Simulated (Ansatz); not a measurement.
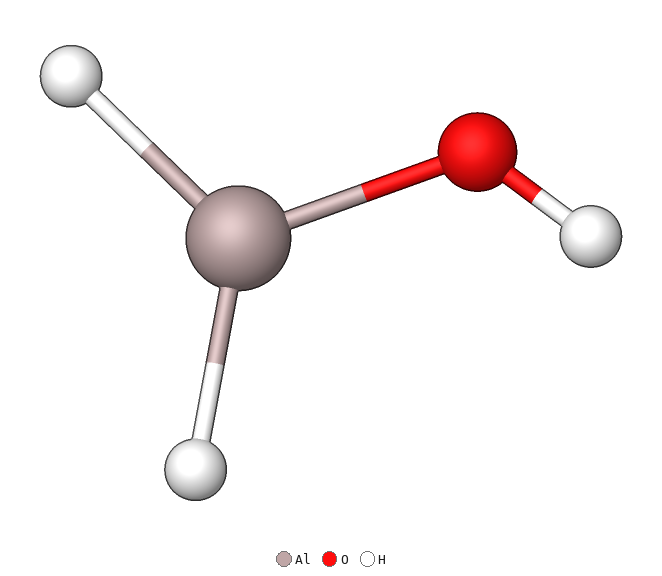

Sticks follow a distance rule. Harmonic vibrations computed with RKS PBE0-D4/def2-TZVP (Ansatz 0.2.0) at a stationary point of the same level.

Question: How many imaginary frequencies does it have?

Answer: A minimum: no imaginary frequency, and the lowest mode lies at 434 cm⁻¹.

Question: How many vibrational modes are there, and where do they lie?

Answer: 9 modes: 434, 489, 617, 673, 768, 865, 1929, 1965, 3960 cm⁻¹.
